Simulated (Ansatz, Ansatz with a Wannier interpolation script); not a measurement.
**SiO2 (Cristobalite): what limits a Wannier interpolation of GW**

How do the Wannier model and the GW settings move the interpolated bands of SiO2 (Cristobalite)?

Method: maximally localised Wannier functions, LDA, plane waves, PAW, in Ansatz 0.2.0.

The database entry behind the starting cell lists a temperature of 340 K, so it need not match the best structure at ambient conditions.

### 1. Starting point

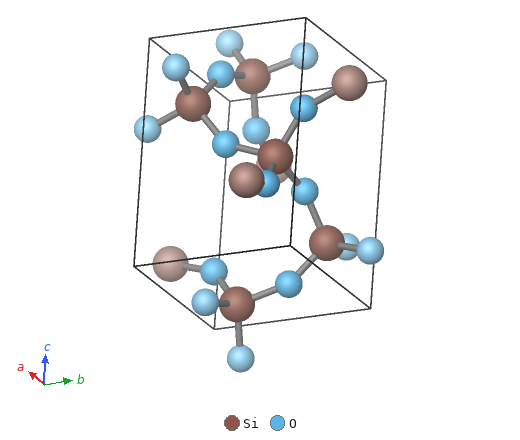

The cell as given, from a free direction (silicon brown, oxygen blue). Some periodic images of atoms are drawn too.

The cell and positions come from the Crystallography Open Database and are kept as given unless a step says otherwise. The default PAW set here is soft_2. Its files were made with PBE.

### 2. Wannier model on 8×8×4

Localised functions give a small Hamiltonian that interpolates between mesh points at no cost.

Contents of input.yaml:

```yaml
crystal:
  lattice:
    - [4.982, 0.0, 0.0]
    - [0.0, 4.982, 0.0]
    - [0.0, 0.0, 6.963]
  atoms:
    - { symbol: Si, position: [0.29897, 0.29897, 0.0] }
    - { symbol: Si, position: [0.20103, 0.79897, 0.25] }
    - { symbol: Si, position: [0.70103, 0.70103, 0.5] }
    - { symbol: Si, position: [0.79897, 0.20103, 0.75] }
    - { symbol: O, position: [0.23989, 0.10347, 0.17813] }
    - { symbol: O, position: [0.39653, 0.73989, 0.42813] }
    - { symbol: O, position: [0.76011, 0.89653, 0.67813] }
    - { symbol: O, position: [0.60347, 0.26011, 0.92813] }
    - { symbol: O, position: [0.73989, 0.39653, 0.57187] }
    - { symbol: O, position: [0.89653, 0.76011, 0.32187] }
    - { symbol: O, position: [0.26011, 0.60347, 0.07187] }
    - { symbol: O, position: [0.10347, 0.23989, 0.82187] }
kpoints:
  mp_grid: { grid: [4, 4, 2] }
hamiltonian:
  xc: lda
scf:
  occupations: { method: fixed }
  n_extra_bands: 91
output:
  wannier:
    kmesh: [8, 8, 4]
    projections:
      - { species: O, l: p, shell: 2 }
      - { species: Si, l: s, shell: 3 }
      - { species: Si, l: p, shell: 3 }
    minimise: true
    write_hr: true
    seedname: w
    conv_tol: 1.0e-07
    max_iter: 4000
    disentanglement:
      window: [-2.43, 17.6]
      frozen_window: [-2.43, 9.53]
      conv_tol: 1.0e-08
```

The run is started by

```sh
$ ansatz run input.yaml --threads 3 --pin off --max-ram 92160MiB --backend cuda --events-out ev --progress --plain --runs-dir out --devices 1 --max-vram 13GiB  # rebuilt from the run's record
```

Numbers of over 12 decimals in the logs are rounded to 6 here.

The program printed:

```text
scf.n_extra_bands = 91 over 32 filled bands (N_el = 64.0): the run solves 123 bands
GPUs: using 1 of 1 available (devices: 1).
Engine: ansatz 0.2.0, x86_64-unknown-linux-gnu
Pseudopotentials: kind: paw
Pseudopotential: Si, paw, valence charge 4, recommended cutoff 420 eV (normal), Si.paw.azcp
Pseudopotential: O, paw, valence charge 6, recommended cutoff 420 eV (normal), O.paw.azcp
Functional definition: SPW92
  exchange = slater_x
  correlation = pw_c
device memory: the entry about to start is reckoned to put 4.6 GiB on a device that reports 55.7 GiB free (of which the cap on the GPU budget leaves the run 13.0 GiB)
GPU FFT provider: cuFFT
GPU libraries: cuBLAS 13.8.2, cuFFT 12.4.0, cuSOLVER 12.3.4
Crystal: 12 atoms, lattice volume = 172.824 Å³
Basis set: ecut = 420 eV, 3387 PW (Γ)
Bands: 123, of which v1, the nominal top of the filled ones, is band 32 counted from 1 (31 counted from 0)
Symmetry: 8 space group operations
Space group: P41212 (ITA 92), of the structure as read, at distance tolerance 5.6e-5 Å
k-points: 12 of 32
Non-local potential: Si, projectors of the file, l = 0: 2, l = 1: 2, l = 2: 2
Non-local potential: O, projectors of the file, l = 0: 2, l = 1: 2, l = 2: 1
PAW form: soft (Blöchl's): semilocal exchange-correlation on the pseudo side does not see the compensation charge
PAW frozen core: Si, regenerated for the run's functional, and the local potential with it (the file was generated under x = pbe(κ = 0.804, μ = 0.219515), c = pbe(β = 0.066725))
PAW frozen core: O, regenerated for the run's functional, and the local potential with it (the file was generated under x = pbe(κ = 0.804, μ = 0.219515), c = pbe(β = 0.066725))
PAW one-centre angular grid: Si, 110 points (default); XC on 64 Gauss nodes
PAW one-centre angular grid: O, 110 points (default); XC on 64 Gauss nodes
Initial density: superposition of atomic densities (neutral atoms: chi_scale 0, normalization atom), corrected by the library's trained network
Initial wavefunctions: pseudopotential atomic-orbital guess
GPU buffer pool allocated for 62208 grid points (all kernels)
GPU transforms: local potential and band sums: pruned to the plane-wave sphere, on 36×36×48
Functional: x = slater, c = lda
SCF iter   1: F=—  HF=-6890.802759 eV  |F-HF|=—  |Δ(HF+E_count)|=         —  Δρ=1.21e-2  dr2=2.24e-1  ethr=1.77e-3  ⟨swp⟩=4.2  Hψ=5517  notcnv=0  defer=1055
preconditioner: auto → Resta (q_TF=auto, 2.312 Å⁻¹)  ε∞=1.6  [insulator: Δε(μ)=5.351 eV  Ē_g=29.206 eV  n_scr=36 (ndim 8)  ℏωp=22.6 eV  f_vac=0.232  ε∞_Penn≈1.6]
SCF iter   2: F=—  HF=-6890.739980 eV  |F-HF|=—  |Δ(HF+E_count)|=   6.28e-2  Δρ=4.16e-3  dr2=9.91e-3  ethr=3.51e-4  ⟨swp⟩=2.5  Hψ=1820  notcnv=0  defer=1065
SCF iter   3: F=—  HF=-6890.736487 eV  |F-HF|=—  |Δ(HF+E_count)|=   3.49e-3  Δρ=1.40e-3  dr2=1.62e-3  ethr=1.55e-5  ⟨swp⟩=2.0  Hψ=789  notcnv=0  defer=1065
SCF iter   4: F=—  HF=-6890.735902 eV  |F-HF|=—  |Δ(HF+E_count)|=   5.84e-4  Δρ=1.66e-4  dr2=3.35e-5  ethr=2.52e-6  ⟨swp⟩=2.0  Hψ=802  notcnv=0  defer=1035
SCF iter   5: F=—  HF=-6890.735972 eV  |F-HF|=—  |Δ(HF+E_count)|=   6.97e-5  Δρ=1.39e-5  dr2=2.16e-7  ethr=5.23e-8  ⟨swp⟩=2.0  Hψ=750  notcnv=0  defer=1014
SCF iter   6: F=-6890.735972 eV  HF=-6890.735972 eV  |F-HF|=6.86e-9  |Δ(HF+E_count)|=   6.66e-8  Δρ=3.13e-6  dr2=1.15e-8  ethr=1.56e-10  ⟨swp⟩=14.0  Hψ=12440  notcnv=0
SCF 1 converged in 6 iterations: F = -6890.735972 eV  dr2 = 1.15e-8
[...]
device memory: the entry about to start is reckoned to put 5.6 GiB (of the 5.7 GiB reckoned in all, the device holds 0.1 GiB already) on a device that reports 53.7 GiB free (of which the cap on the GPU budget leaves the run 12.9 GiB)
NSCF: frozen V_eff on 12 k-points
[...]
device memory: the entry about to start is reckoned to put 4.4 GiB on a device that reports 53.5 GiB free (of which the cap on the GPU budget leaves the run 13.0 GiB)
NSCF: frozen V_eff on 48 k-points
the Wannier pass solved 48 of the 256 points of its mesh, and has the states at the others by symmetry: states obtained by the crystal's operations at points that were solved too leave a residual of 3.97e-13 eV (read by the count's bands and the next), within 6.67e-6 eV
SCF converged after 6 iterations
Free energy (F): -6890.735972 eV
Harris-Foulkes:  -6890.735972 eV  (|F-HF|=6.86e-9)
Internal energy: -6890.735972 eV  (E = F + TS)
E sigma→0 (E₀):  -6890.735972 eV
Fermi energy:    1.015071 eV
--- Per-component energies (eV) ---
  E_band       = -376.389986
  E_kinetic    = 1603.368811
  E_local      = -4548.528226  (includes V_loc(G=0)·N_el)
  E_nonlocal   = 502.611091
  E_hartree    = 1662.191296
  E_xc         = -803.020680
  E_vxc        = -939.703064  (∫ρ·V_xc dr)
  E_paw        = -3132.662835  (= ΣΔE_a)
  E_vpaw       = -318.539475  (= ΣTr[D̂ρ^β])
  E_aug_tail   = 0.021290  (compensation charges beyond the density's cutoff)
  E_ewald      = -2175.829413
  E_core_change = 1.112695  (= ΣΔE_core)
  E_smearing   = -0.000000  (= −TS)
  E_closure    = 0.000000  (closes the sum)
  Σ components = -6890.735972   (vs F -6890.735972, Δ=0.00e0)
--- Band table (eV; the first three rows and the last of 12) ---
  k-point 0: bands = [... 28 lower, 0.3501, 0.7466, 0.7466, 1.0151, 6.5318, 9.6171, 9.6171, 10.0440, ... 87 higher]
  k-point 1: bands = [... 28 lower, 0.4994, 0.4994, 0.6162, 0.6162, 7.7607, 7.7607, 10.2567, 10.2567, ... 87 higher]
  k-point 2: bands = [... 28 lower, 0.2892, 0.5387, 0.6868, 0.8283, 7.1543, 9.7536, 9.7887, 10.0807, ... 87 higher]
  k-point 11: bands = [... 28 lower, 0.3734, 0.3734, 0.3734, 0.3734, 10.0245, 10.0245, 10.0245, 10.0245, ... 87 higher]
Wannier search: line search 1 of at most 4000: gauge-dependent spread (as the search counts it) 254.7507170 Å², largest recent change 6.8e1 Å² and fall left 8.5e0 Å² against conv_tol 1.0e-7 Å², 0 stops escaped
```

Wall time 32 s (1 × NVIDIA H100 80GB HBM3 (shared by 6 runs) with 3 threads of AMD EPYC 7R13 (Zen 3), shared host); peak memory 1.4 GiB.

The column dr2 measures how far the density is from self-consistency, as an energy; F and HF (Harris–Foulkes) agree once it is small.

This step gave:

| Quantity | Value |
| --- | --- |
| gauge-invariant spread | 76.07 Å² |
| diagonal spread | 0.07564 Å² |
| off-diagonal spread | 10.59 Å² |
| total spread | 86.74 Å² |
| least projectability | 3.60e-7 |
| localisation steps | 65 |
| disentanglement steps | 321 |
| r.m.s. interpolation error | 3.00e-4 eV |
| r.m.s. error near the gap | 2.90e-4 eV |

Near the gap the model misses directly solved bands by 0.3 meV r.m.s. and by 3 meV at most in the window tested. This tests the starting bands, not the corrections carried with them.

### 3. Wannier model on 4×4×2

input.yaml: that of step 2 with these lines changed.

```diff
@@ -27,3 +27,3 @@
   wannier:
-    kmesh: [8, 8, 4]
+    kmesh: [4, 4, 2]
     projections:
```

The program printed:

```text
[...]
GPUs: using 1 of 1 available (devices: 1).
[...]
GPU FFT provider: cuFFT
GPU libraries: cuBLAS 13.8.2, cuFFT 12.4.0, cuSOLVER 12.3.4
Crystal: 12 atoms, lattice volume = 172.824 Å³
Basis set: ecut = 420 eV, 3387 PW (Γ)
Bands: 123, of which v1, the nominal top of the filled ones, is band 32 counted from 1 (31 counted from 0)
Symmetry: 8 space group operations
[...]
k-points: 12 of 32
[...]
GPU buffer pool allocated for 62208 grid points (all kernels)
[...]
SCF iter   1: F=—  HF=-6890.802759 eV  |F-HF|=—  |Δ(HF+E_count)|=         —  Δρ=1.21e-2  dr2=2.24e-1  ethr=1.77e-3  ⟨swp⟩=4.2  Hψ=5517  notcnv=0  defer=1055
[...]
SCF iter   6: F=-6890.735972 eV  HF=-6890.735972 eV  |F-HF|=6.86e-9  |Δ(HF+E_count)|=   6.66e-8  Δρ=3.13e-6  dr2=1.15e-8  ethr=1.56e-10  ⟨swp⟩=14.0  Hψ=12440  notcnv=0
SCF 1 converged in 6 iterations: F = -6890.735972 eV  dr2 = 1.15e-8
[...]
NSCF: frozen V_eff on 12 k-points
[...]
SCF converged after 6 iterations
Free energy (F): -6890.735972 eV
[...]
Internal energy: -6890.735972 eV  (E = F + TS)
E sigma→0 (E₀):  -6890.735972 eV
Fermi energy:    1.015071 eV
[...]
--- Band table (eV; the first three rows and the last of 12) ---
  k-point 0: bands = [... 28 lower, 0.3501, 0.7466, 0.7466, 1.0151, 6.5318, 9.6171, 9.6171, 10.0440, ... 87 higher]
  k-point 1: bands = [... 28 lower, 0.4994, 0.4994, 0.6162, 0.6162, 7.7607, 7.7607, 10.2567, 10.2567, ... 87 higher]
  k-point 2: bands = [... 28 lower, 0.2892, 0.5387, 0.6868, 0.8283, 7.1543, 9.7536, 9.7887, 10.0807, ... 87 higher]
  k-point 11: bands = [... 28 lower, 0.3734, 0.3734, 0.3734, 0.3734, 10.0245, 10.0245, 10.0245, 10.0245, ... 87 higher]
[...]
```

Elapsed: 16 s, on 1 × NVIDIA H100 80GB HBM3 (shared by 6 runs) with 3 threads; peak memory 1 GiB; 13 s of CPU time.

This step gave:

| Item | Value |
| --- | --- |
| gauge-invariant spread | 64.24 Å² |
| diagonal spread | 0.08325 Å² |
| off-diagonal spread | 9.878 Å² |
| total spread | 74.20 Å² |
| least projectability | 2.08e-7 |
| localisation steps | 40 |
| disentanglement steps | 109 |
| r.m.s. interpolation error | 0.003963 eV |
| r.m.s. error near the gap | 0.004804 eV |

Near the gap the model misses directly solved bands by 4.8 meV r.m.s. and by 61 meV at most in the window tested. This tests the starting bands, not the corrections carried with them.

Frozen up to 8.52 eV; above it the model need not follow the bands. Electronic bands along the path, in eV, zero at the valence-band top; v1 is the highest filled band, c1 the lowest empty one:

```
    point     v4     v3     v2     v1    c1    c2    c3    c4
        Γ  -0.67  -0.27  -0.27   0.00  5.52  8.60  8.60  9.03
        X  -0.66  -0.66  -0.47  -0.47  7.55  7.55  9.03  9.03
        M  -0.61  -0.61  -0.56  -0.56  8.51  8.51  8.67  8.67
        Γ  -0.67  -0.27  -0.27   0.00  5.52  8.60  8.60  9.03
        Z  -0.52  -0.52  -0.40  -0.40  6.75  6.75  9.24  9.24
        R  -0.95  -0.95  -0.17  -0.17  7.94  7.94  8.65  8.65
        A  -0.64  -0.64  -0.64  -0.64  9.01  9.01  9.01  9.01
        Z  -0.52  -0.52  -0.40  -0.40  6.75  6.75  9.24  9.24
jump to X  -0.66  -0.66  -0.47  -0.47  7.55  7.55  9.03  9.03
        R  -0.95  -0.95  -0.17  -0.17  7.94  7.94  8.65  8.65
jump to M  -0.61  -0.61  -0.56  -0.56  8.51  8.51  8.67  8.67
        A  -0.64  -0.64  -0.64  -0.64  9.01  9.01  9.01  9.01
```

The same for Kohn-Sham, solved directly:

```
point     v4     v3     v2     v1    c1    c2    c3    c4
    Γ  -0.67  -0.27  -0.27   0.00  5.52  8.60  8.60  9.03
    X  -0.66  -0.66  -0.47  -0.47  7.55  7.55  9.03  9.03
    M  -0.61  -0.61  -0.56  -0.56  8.51  8.51  8.67  8.67
    Γ  -0.67  -0.27  -0.27   0.00  5.52  8.60  8.60  9.03
    Z  -0.52  -0.52  -0.40  -0.40  6.75  6.75  9.24  9.24
    R  -0.95  -0.95  -0.17  -0.17  7.94  7.94  8.65  8.65
    A  -0.64  -0.64  -0.64  -0.64  9.01  9.01  9.01  9.01
    Z  -0.52  -0.52  -0.40  -0.40  6.75  6.75  9.24  9.24
    X  -0.66  -0.66  -0.47  -0.47  7.55  7.55  9.03  9.03
    R  -0.95  -0.95  -0.17  -0.17  7.94  7.94  8.65  8.65
    M  -0.61  -0.61  -0.56  -0.56  8.51  8.51  8.67  8.67
    A  -0.64  -0.64  -0.64  -0.64  9.01  9.01  9.01  9.01
```

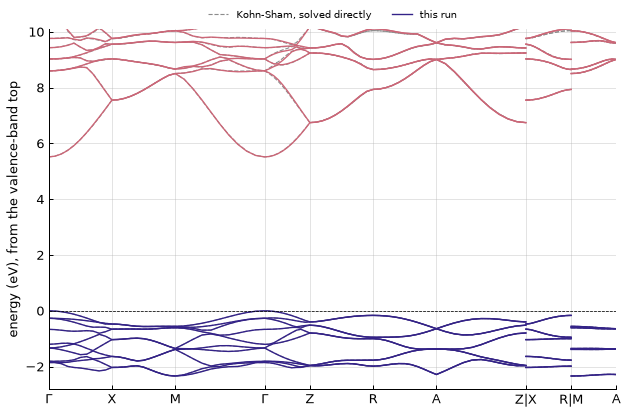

Electronic bands along the path; lines of filled and empty bands in two colours; dashed: Kohn-Sham, solved directly.

(Part 1 of 2 ends here.)

[Paths, hosts, dates, memory and timing lines, banners, echoed tables and standing remarks are left out of the program output.]

[Logs are printed without paths, hosts, clocks, repeated set-up lines and the standing remarks that a program may print on its own settings, such as how far it seeks lower states.]

[Runs of the session that timed out or met a known fault of the program may be left out.]

[Hosts, paths, dates, database ids (printed as entryN), source tags and the programs' standing remarks are cut or masked in the printed files.]
